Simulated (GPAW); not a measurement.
# Ballistic transport through a carbon nanotube (5, 5); OH on top of one C, which is raised by 0.35 Å, cheap and dear, part 4 of 4

How well does a carbon nanotube (5, 5); OH on top of one C, which is raised by 0.35 Å conduct at low bias, and how far do basis and functional move the answer?

GPAW 26.7.0; GPAW LCAO, PAW setups; Landauer transmission from Green's functions with principal layers (ASE), zero bias.

So far, conductance (G₀): step 2 (single-zeta polarised basis, PBE, GPAW) 1.35; step 3 (basis sz(dzp), PBE, GPAW) 1.22; step 4 (LDA) 1.36.

## 6. The levels side by side

The curves are compared point by point over the common energies.

This step: comparison of transmission and cost over codes and levels (GPAW 26.7.0).

Ladder, by row:

```csv
step,code,T at the Fermi level (sum over the listed spins),conductance (G0),r.m.s. T(E) from the first,wall time (s),peak memory (GiB),threads
szp,GPAW,2.708,1.353,0,9509,6.94,1
sz,GPAW,2.429,1.215,1.861,1320,4.66,1
szp-LDA,GPAW,2.713,1.356,0.4655,9405,6.93,1
```

The transmission, zone mean, sum over the listed spins by energy, zero at the Fermi level:

```
energy (eV)   szp    sz  szp-LDA
    -3.0000  12.7  15.0     12.7
    -2.7750  15.7  15.9     15.7
    -2.6250  15.8  16.0     15.8
    -2.5500  15.8  15.9     15.8
    -2.4750  15.8  15.9     15.8
    -2.2500  14.4  9.80     14.9
    -2.0250  8.39  8.15     8.44
    -1.7250  9.90  9.91     9.86
    -1.5000  9.28  8.37     9.41
    -1.2750  3.50  3.67     3.59
    -0.9750  3.23  3.39     2.99
    -0.7500  2.87  2.93     2.87
    -0.5250  2.32  2.49     2.32
    -0.2250  2.07  1.98     2.07
     0.0000  2.71  2.43     2.71
     0.2250  3.29  3.09     3.30
     0.5250  3.67  3.56     3.68
     0.7500  3.81  3.73     3.81
     0.9750  3.88  3.83     3.89
     1.2750  10.3  3.93     10.5
     1.5000  16.9  10.3     16.9
     1.6500  17.3  15.6     17.2
     1.7250  16.0  16.7     16.2
     1.8000  16.2  17.0     15.9
     2.0250  15.8  15.8     15.8
     2.2500  15.8  15.8     15.8
     2.4750  15.8  15.8     15.9
     2.7750  15.9  15.9     15.9
     3.0000  15.8  15.8     15.7
```

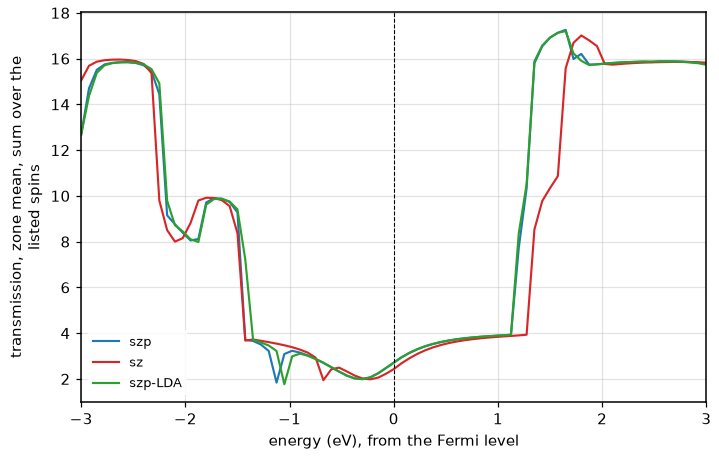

Transmission, zone mean, sum over the listed spins, plotted against energy.

## 7. Density threshold 0.001, mixing 0.02, mixing history 5

The Hamiltonian is taken from the last density. The density threshold is one of the tests that end the cycle; the energy must settle too, so a loose value may not be the test that decides. Mixing changes the road to self-consistency, not its end. The mixing history changes the road to self-consistency, not its end. The lead's own mesh along the current sets its density and potential; where the lead is aligned to the junction's end layer, a rigid shift drops out.

This step: GPAW LCAO, PAW setups; Landauer transmission from Green's functions with principal layers (ASE), zero bias (GPAW 26.7.0).

run.py reads:

```python
import json
import numpy as np
from ase import Atoms
from ase.transport.calculators import TransportCalculator
from gpaw import GPAW, FermiDirac
from gpaw.lcao.tools import get_lcao_hamiltonian
from scipy.linalg import eigh

# The junction with lead layers at both ends, along the third cell vector
device = Atoms(
    ['C', 'C', 'C', 'C', 'C', 'C', 'C', 'C', 'C', 'C', 'C', 'C', 'C', 'C', 'C', 'C', 'C', 'C', 'C', 'C', 'C', 'C', 'C', 'C', 'C', 'C', 'C', 'C', 'C', 'C', 'C', 'C', 'C', 'C', 'C', 'C', 'C', 'C', 'C', 'C', 'C', 'C', 'C', 'C', 'C', 'C', 'C', 'C', 'C', 'C', 'C', 'C', 'C', 'C', 'C', 'C', 'C', 'C', 'C', 'C', 'C', 'C', 'C', 'C', 'C', 'C', 'C', 'C', 'C', 'C', 'C', 'C', 'C', 'C', 'C', 'C', 'C', 'C', 'C', 'C', 'C', 'C', 'C', 'C', 'C', 'C', 'C', 'C', 'C', 'C', 'C', 'C', 'C', 'C', 'C', 'C', 'C', 'C', 'C', 'C', 'C', 'C', 'C', 'C', 'C', 'C', 'C', 'C', 'C', 'C', 'C', 'C', 'C', 'C', 'C', 'C', 'C', 'C', 'C', 'C', 'C', 'C', 'C', 'C', 'C', 'C', 'C', 'O', 'C', 'C', 'C', 'H', 'C', 'C', 'C', 'C', 'C', 'C', 'C', 'C', 'C', 'C', 'C', 'C', 'C', 'C', 'C', 'C', 'C', 'C', 'C', 'C', 'C', 'C', 'C', 'C', 'C', 'C', 'C', 'C', 'C', 'C', 'C', 'C', 'C', 'C', 'C', 'C', 'C', 'C', 'C', 'C', 'C', 'C', 'C', 'C', 'C', 'C', 'C', 'C', 'C', 'C', 'C', 'C', 'C', 'C', 'C', 'C', 'C', 'C', 'C', 'C', 'C', 'C', 'C', 'C', 'C', 'C', 'C', 'C', 'C', 'C', 'C', 'C', 'C', 'C', 'C', 'C', 'C', 'C', 'C', 'C', 'C', 'C', 'C', 'C', 'C', 'C', 'C', 'C', 'C', 'C', 'C', 'C', 'C', 'C', 'C', 'C', 'C', 'C', 'C', 'C', 'C', 'C', 'C', 'C', 'C', 'C', 'C', 'C', 'C', 'C'],
    positions=[
        [4.07408, 8.09482, 0.61488],
        [4.64743, 9.38259, 0.61488],
        [4.64743, 5.39741, 0.61488],
        [5.69500, 4.45417, 0.61488],
        [7.03565, 10.76143, 0.61488],
        [8.43757, 10.61408, 0.61488],
        [8.43757, 4.16592, 0.61488],
        [9.65835, 4.87074, 0.61488],
        [10.48692, 8.76884, 0.61488],
        [10.78000, 7.39000, 0.61488],
        [4.00000, 7.39000, 1.84463],
        [4.29308, 6.01116, 1.84463],
        [5.12165, 9.90926, 1.84463],
        [6.34243, 10.61408, 1.84463],
        [6.34243, 4.16592, 1.84463],
        [7.74435, 4.01857, 1.84463],
        [9.08500, 10.32583, 1.84463],
        [10.13257, 9.38259, 1.84463],
        [10.13257, 5.39741, 1.84463],
        [10.70592, 6.68518, 1.84463],
        [4.07408, 8.09482, 3.07439],
        [4.64743, 9.38259, 3.07439],
        [4.64743, 5.39741, 3.07439],
        [5.69500, 4.45417, 3.07439],
        [7.03565, 10.76143, 3.07439],
        [8.43757, 10.61408, 3.07439],
        [8.43757, 4.16592, 3.07439],
        [9.65835, 4.87074, 3.07439],
        [10.48692, 8.76884, 3.07439],
        [10.78000, 7.39000, 3.07439],
[... 206 atom lines left out ...]
        [6.34243, 4.16592, 28.89927],
        [7.74435, 4.01857, 28.89927],
        [9.08500, 10.32583, 28.89927],
        [10.13257, 9.38259, 28.89927],
        [10.13257, 5.39741, 28.89927],
        [10.70592, 6.68518, 28.89927]],
    cell=[[14.78, 0.0, 0.0], [0.0, 14.78, 0.0], [0.0, 0.0, 29.51415]],
    pbc=True,
    magmoms=[0.0, 0.0, 0.0, 0.0, 0.0, 0.0, 0.0, 0.0, 0.0, 0.0, 0.0, 0.0, 0.0, 0.0, 0.0, 0.0, 0.0, 0.0, 0.0, 0.0, 0.0, 0.0, 0.0, 0.0, 0.0, 0.0, 0.0, 0.0, 0.0, 0.0, 0.0, 0.0, 0.0, 0.0, 0.0, 0.0, 0.0, 0.0, 0.0, 0.0, 0.0, 0.0, 0.0, 0.0, 0.0, 0.0, 0.0, 0.0, 0.0, 0.0, 0.0, 0.0, 0.0, 0.0, 0.0, 0.0, 0.0, 0.0, 0.0, 0.0, 0.0, 0.0, 0.0, 0.0, 0.0, 0.0, 0.0, 0.0, 0.0, 0.0, 0.0, 0.0, 0.0, 0.0, 0.0, 0.0, 0.0, 0.0, 0.0, 0.0, 0.0, 0.0, 0.0, 0.0, 0.0, 0.0, 0.0, 0.0, 0.0, 0.0, 0.0, 0.0, 0.0, 0.0, 0.0, 0.0, 0.0, 0.0, 0.0, 0.0, 0.5, 0.0, 0.0, 0.0, 0.0, 0.0, 0.0, 0.0, 0.0, 0.0, 0.0, 0.0, 0.0, 0.0, 0.0, 0.0, 0.5, 0.0, 0.0, 0.0, 0.5, 0.0, 0.0, 0.0, 0.0, 0.0, 0.0, 0.0, 0.0, 0.0, 0.5, 0.0, 0.0, 0.0, 0.0, 0.0, 0.0, 0.0, 0.0, 0.0, 0.5, 0.0, 0.0, 0.0, 0.0, 0.0, 0.0, 0.0, 0.0, 0.0, 0.0, 0.0, 0.0, 0.0, 0.0, 0.0, 0.0, 0.0, 0.0, 0.0, 0.0, 0.0, 0.0, 0.0, 0.0, 0.0, 0.0, 0.0, 0.0, 0.0, 0.0, 0.0, 0.0, 0.0, 0.0, 0.0, 0.0, 0.0, 0.0, 0.0, 0.0, 0.0, 0.0, 0.0, 0.0, 0.0, 0.0, 0.0, 0.0, 0.0, 0.0, 0.0, 0.0, 0.0, 0.0, 0.0, 0.0, 0.0, 0.0, 0.0, 0.0, 0.0, 0.0, 0.0, 0.0, 0.0, 0.0, 0.0, 0.0, 0.0, 0.0, 0.0, 0.0, 0.0, 0.0, 0.0, 0.0, 0.0, 0.0, 0.0, 0.0, 0.0, 0.0, 0.0, 0.0, 0.0, 0.0, 0.0, 0.0, 0.0, 0.0, 0.0, 0.0, 0.0, 0.0, 0.0, 0.0, 0.0, 0.0, 0.0, 0.0, 0.0])

# One principal layer of the lead: the first 60 atoms of the device
lead = Atoms(
    ['C', 'C', 'C', 'C', 'C', 'C', 'C', 'C', 'C', 'C', 'C', 'C', 'C', 'C', 'C', 'C', 'C', 'C', 'C', 'C', 'C', 'C', 'C', 'C', 'C', 'C', 'C', 'C', 'C', 'C', 'C', 'C', 'C', 'C', 'C', 'C', 'C', 'C', 'C', 'C', 'C', 'C', 'C', 'C', 'C', 'C', 'C', 'C', 'C', 'C', 'C', 'C', 'C', 'C', 'C', 'C', 'C', 'C', 'C', 'C'],
    positions=[
        [4.07408, 8.09482, 0.61488],
        [4.64743, 9.38259, 0.61488],
        [4.64743, 5.39741, 0.61488],
        [5.69500, 4.45417, 0.61488],
        [7.03565, 10.76143, 0.61488],
        [8.43757, 10.61408, 0.61488],
        [8.43757, 4.16592, 0.61488],
        [9.65835, 4.87074, 0.61488],
        [10.48692, 8.76884, 0.61488],
        [10.78000, 7.39000, 0.61488],
        [4.00000, 7.39000, 1.84463],
        [4.29308, 6.01116, 1.84463],
        [5.12165, 9.90926, 1.84463],
        [6.34243, 10.61408, 1.84463],
        [6.34243, 4.16592, 1.84463],
        [7.74435, 4.01857, 1.84463],
        [9.08500, 10.32583, 1.84463],
        [10.13257, 9.38259, 1.84463],
        [10.13257, 5.39741, 1.84463],
        [10.70592, 6.68518, 1.84463],
        [4.07408, 8.09482, 3.07439],
        [4.64743, 9.38259, 3.07439],
        [4.64743, 5.39741, 3.07439],
        [5.69500, 4.45417, 3.07439],
        [7.03565, 10.76143, 3.07439],
        [8.43757, 10.61408, 3.07439],
        [8.43757, 4.16592, 3.07439],
        [9.65835, 4.87074, 3.07439],
        [10.48692, 8.76884, 3.07439],
        [10.78000, 7.39000, 3.07439],
        [4.00000, 7.39000, 4.30415],
        [4.29308, 6.01116, 4.30415],
        [5.12165, 9.90926, 4.30415],
        [6.34243, 10.61408, 4.30415],
        [6.34243, 4.16592, 4.30415],
        [7.74435, 4.01857, 4.30415],
        [9.08500, 10.32583, 4.30415],
        [10.13257, 9.38259, 4.30415],
        [10.13257, 5.39741, 4.30415],
        [10.70592, 6.68518, 4.30415],
        [4.07408, 8.09482, 5.53390],
        [4.64743, 9.38259, 5.53390],
        [4.64743, 5.39741, 5.53390],
        [5.69500, 4.45417, 5.53390],
        [7.03565, 10.76143, 5.53390],
        [8.43757, 10.61408, 5.53390],
        [8.43757, 4.16592, 5.53390],
        [9.65835, 4.87074, 5.53390],
        [10.48692, 8.76884, 5.53390],
        [10.78000, 7.39000, 5.53390],
        [4.00000, 7.39000, 6.76366],
        [4.29308, 6.01116, 6.76366],
        [5.12165, 9.90926, 6.76366],
        [6.34243, 10.61408, 6.76366],
        [6.34243, 4.16592, 6.76366],
        [7.74435, 4.01857, 6.76366],
        [9.08500, 10.32583, 6.76366],
        [10.13257, 9.38259, 6.76366],
        [10.13257, 5.39741, 6.76366],
        [10.70592, 6.68518, 6.76366]],
    cell=[[14.78, 0.0, 0.0], [0.0, 14.78, 0.0], [0.0, 0.0, 7.37854]],
    pbc=True,
    magmoms=[0.0, 0.0, 0.0, 0.0, 0.0, 0.0, 0.0, 0.0, 0.0, 0.0, 0.0, 0.0, 0.0, 0.0, 0.0, 0.0, 0.0, 0.0, 0.0, 0.0, 0.0, 0.0, 0.0, 0.0, 0.0, 0.0, 0.0, 0.0, 0.0, 0.0, 0.0, 0.0, 0.0, 0.0, 0.0, 0.0, 0.0, 0.0, 0.0, 0.0, 0.0, 0.0, 0.0, 0.0, 0.0, 0.0, 0.0, 0.0, 0.0, 0.0, 0.0, 0.0, 0.0, 0.0, 0.0, 0.0, 0.0, 0.0, 0.0, 0.0])

settings = dict(mode='lcao', basis='szp(dzp)', xc='PBE', h=0.18,
                occupations=FermiDirac(0.1), maxiter=250,
                mixer=dict(beta=0.02, nmaxold=5, weight=100.0),
                convergence=dict(density=0.001))
energies = np.arange(-3, 3 + 1e-9, 0.075)
eta = 0.0001
n1, n2 = 1, 1
# k and -k transmit alike, so half of the mesh across the current serves
mesh = [(i, j) for i in range(n1) for j in range(n2) if (i, j) <= (-i % n1, -j % n2)]
weights = np.array([1 if (i, j) == (-i % n1, -j % n2) else 2 for i, j in mesh]) / (n1 * n2)


def ground_state(atoms, size, txt):
    atoms.calc = GPAW(kpts={'size': size, 'gamma': True}, symmetry={'tolerance': 1e-3}, txt=txt, **settings)
    atoms.get_potential_energy()
    return atoms.calc.get_fermi_level()


def blocks(atoms, fermi, points, nz, cells):
    """H - E_F S and S between cell 0 and the cells above it, at each point across the current."""
    kz = np.arange(nz) / nz
    calc = atoms.calc.fixed_density(kpts=[(*k, z) for k in points for z in kz], symmetry='off', txt=None)
    H, S = get_lcao_hamiltonian(calc)
    H = (H - fermi * S).reshape(len(H), len(points), nz, *S.shape[1:])
    S = S.reshape(H.shape[1:])
    phases = [np.exp(-2j * np.pi * kz * R) / nz for R in cells]
    return [(np.einsum('skzij,z->ksij', H, p), np.einsum('kzij,z->kij', S, p)) for p in phases]


def pair(a, b):
    return np.block([[a, b], [b.T.conj(), a]])


def count_channels(h, s, cells, nk=240):
    """Half the number of times that the lead's bands cross each energy, unfolded to its shortest repeat."""
    b = len(h) // cells
    bands = []
    for k in (np.arange(nk + 1) + 0.5) / nk:
        hk, sk = h[:b, :b].copy(), s[:b, :b].copy()
        for R in range(1, cells):
            phase, block = np.exp(2j * np.pi * k * R), slice(R * b, (R + 1) * b)
            hk += h[:b, block] * phase + (h[:b, block] * phase).T.conj()
            sk += s[:b, block] * phase + (s[:b, block] * phase).T.conj()
        w, u = eigh(sk)
        x = u[:, w > 1e-5] / w[w > 1e-5]**0.5  # drop near-dependent combinations
        bands.append(np.r_[eigh(x.T.conj() @ hk @ x, eigvals_only=True), [1e9] * (w <= 1e-5).sum()])
    below = np.array(bands)[:, :, None] < energies
    return (below[1:] != below[:-1]).sum((0, 1)) / 2


fermi_lead = ground_state(lead, (1, 1, 2), 'lead.txt')
fermi_device = ground_state(device, (1, 1, 3), 'device.txt')
T, channels, eigen, tail, misfit, shifts = [], [], [], 0.0, 0.0, []
for first in range(0, len(mesh), 1):
    points = [(i / n1, j / n2) for i, j in mesh[first:first + 1]]
    (H0k, S0k), (H1k, S1k), (H2k, _) = blocks(lead, fermi_lead, points, 5, range(3))
    [(Hk, Sk)] = blocks(device, fermi_device, points, 2, [0])
    tail = max(tail, abs(H2k).max())
    for H0, S0, H1, S1, H, S in zip(H0k, S0k, H1k, S1k, Hk, Sk):
        n = len(S0)
        # Shift the lead onto the potential of the device's first layer
        shift = ((H[:, 0, 0] - H0[:, 0, 0]) / S0[0, 0]).real.mean()
        shifts.append(shift)
        misfit = max(misfit, abs(H[:, :n, :n] - H0 - shift * S0).max())
        Tk, Ck, Ek = [], [], []
        for s in range(len(H)):
            t = s % len(H0)  # a lead without moments serves both spins
            h1, s1 = pair(H0[t] + shift * S0, H1[t] + shift * S1), pair(S0, S1)
            leads = dict(h1=h1, s1=s1, energies=energies, eta=eta, eta1=eta, eta2=eta)
            calc = TransportCalculator(h=H[s], s=S, eigenchannels=3, **leads)
            Tk.append(calc.get_transmission())
            Ek.append(np.sort(calc.eigenchannels_ne, axis=0)[::-1])
            Ck.append(count_channels(h1, s1, 6))
        T.append(Tk)
        channels.append(Ck)
        eigen.append(Ek)
T, channels = np.array(T), np.array(channels)
mean, open_channels = np.einsum('kse,k->se', T, weights), np.einsum('kse,k->se', channels, weights)

print(f'basis functions: device {len(S)}, principal layer {n}')
print(f'Fermi level: lead {fermi_lead:.4f} eV, device {fermi_device:.4f} eV; lead shifted by {np.mean(shifts):.4f} eV')
print(f'largest coupling past the next layer {tail:.2e} eV, largest misfit of the first layer {misfit:.3f} eV')
print('  E-E_F (eV)   ' + 'T up        T down      channels up  channels down')
for e, t, c in zip(energies, mean.T, open_channels.T):
    print(f'{e:10.3f}  ', *[f'{x:11.4e}' for x in t], *[f'{x:9.4f}' for x in c])

kT = 8.617333e-5 * 77
fine = np.linspace(energies[0], energies[-1], 4001)
both = np.exp(np.interp(fine, energies, np.log(np.maximum(mean.sum(0) * 2 / len(mean), 1e-30))))
fermi = lambda mu: 1 / (1 + np.exp(np.clip((fine - mu) / kT, -200, 200)))
slope = fermi(0) * (1 - fermi(0)) / kT
G = np.trapezoid(both * slope, fine) / 2
seebeck = -np.trapezoid(both * slope * fine, fine) / (2 * G * 77) * 1e6
print(f'conductance at 77 K: {G:.5g} G0 a cell; thermopower {seebeck:.4g} uV/K')
bias = [0.1, 0.2, 0.5, 1.0, 1.5, 2.0]
current = [38.74 * np.trapezoid(both * (fermi(V / 2) - fermi(-V / 2)), fine) for V in bias]
for V, I in zip(bias, current):
    print(f'current from the zero-bias T(E) at {V} V: {I:.5g} uA')
zero = abs(energies).argmin()
json.dump(dict(energies=energies.tolist(), T=mean.tolist(), channels=open_channels.tolist(), G=G, seebeck=seebeck,
               bias=bias, current=current, tail=tail, misfit=misfit, shift=np.mean(shifts), n_device=len(S), n_lead=n,
               fermi=[fermi_lead, fermi_device], energy=device.get_potential_energy(),
               moments=device.get_magnetic_moments().tolist(), mesh=mesh, weights=weights.tolist(),
               T_k=T[:, :, zero].tolist(), eigen=np.array(eigen[0]).tolist()), open('result.json', 'w'))
```

On the command line:

```
OMP_NUM_THREADS=1 OPENBLAS_NUM_THREADS=1 python run.py
```

The log of the run:

```text

```

Elapsed: 13 min, on 1 thread of Arm Neoverse V1, shared host; peak memory 5.1 GiB.

The run was cut off at its time limit.

## 8. Summary of results

- conductance: 1.35 G₀
- transmission at the Fermi level, mean of the spins: 1.35
- thermopower: -2.17 μV/K

**Reading.** In the szp basis the junction conducts 1.35 G₀ at 77 K, with T = 1.35 as the mean of the two spins at the Fermi level; no smaller basis tried comes within 10 % of that conductance. Measured against the first run (szp), the nearest curve is that of szp-LDA (r.m.s. 0.47) and the farthest that of sz (1.9). Over the compared runs wall time goes from 1320 s (sz) to 9509 s (szp), on a shared host. The geometry was built from estimated bond lengths and not relaxed, so the numbers describe this model structure. The currents use the zero-bias T(E) throughout, which holds only while the bias is small against the distance to the nearest feature. One magnetic start was tried; another order may lie lower. The energy step is wider than the thermal energy, so the conductance and thermopower rest on interpolation of T(E).

[Logs are printed without paths, hosts, clocks, repeated set-up lines and the standing remarks that a program may print on its own settings, such as how far it seeks lower states.]

[Hosts, paths, dates, database ids (printed as entryN), source tags and the programs' standing remarks are cut or masked in the printed files.]
